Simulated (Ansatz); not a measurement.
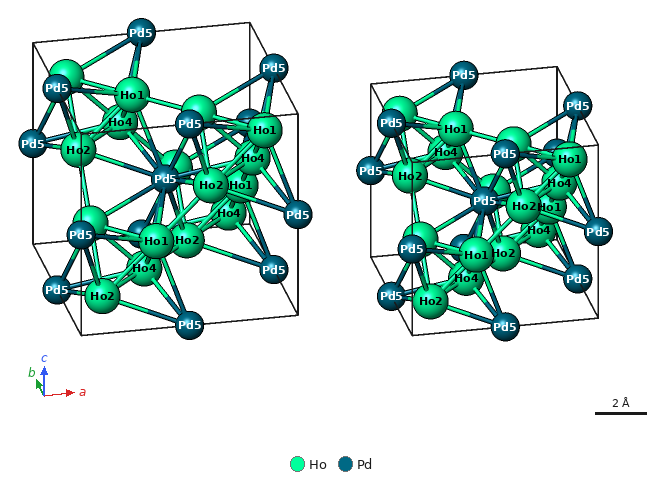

Two geometries of solid Ho4Pd (a generated structure, set up in F-43m) (coarse preliminary run), drawn at one scale. One is the start of a relaxation, the other its converged end. The picture is a ball-and-stick view of the conventional cell (4 times the calculation's cell), seen from a free direction. Lengths and directions refer to the drawn axes.

All numbers below come from DFT PBE, scalar-relativistic, plane waves, PAW; 4f electrons in the core of a trivalent norm-conserving potential (Ansatz 0.2.0). Set-up: plane-wave cutoff 690 eV; k-point mesh 4 × 4 × 4; occupations gaussian; smearing width 0.1 eV; no spin polarisation; cell and atoms relaxed; force threshold 0.04 eV/Å; at most 70 steps.

### Which one is relaxed?

The left one is the relaxed one. The energy falls by 743 meV per atom in 5 accepted moves (7 points after the start). Largest force component: 0.26 eV/Å at the start, 0.014 eV/Å at the end. Pressure: 28.13 GPa at the start and 0.19 GPa at the end. The SCF was repeated twice at an unchanged geometry on a basis and grid sized afresh for the cell, which shifted the energy by 29.3 meV per atom at most. The largest moves relative to the cell, 0.018 Å, are those of Ho atoms. Pd stays in place. The drawn cell changes as follows: a = b = c 7.591 → 8.836 Å (+16.4 %); the volume changes by +57.7 %. Among the contacts that change: Ho–Pd 3.142 → 3.661 Å, Ho–Ho 2.639 → 3.100 Å, Ho–Ho 2.729 → 3.148 Å. The space group stays F-43m (No. 216).
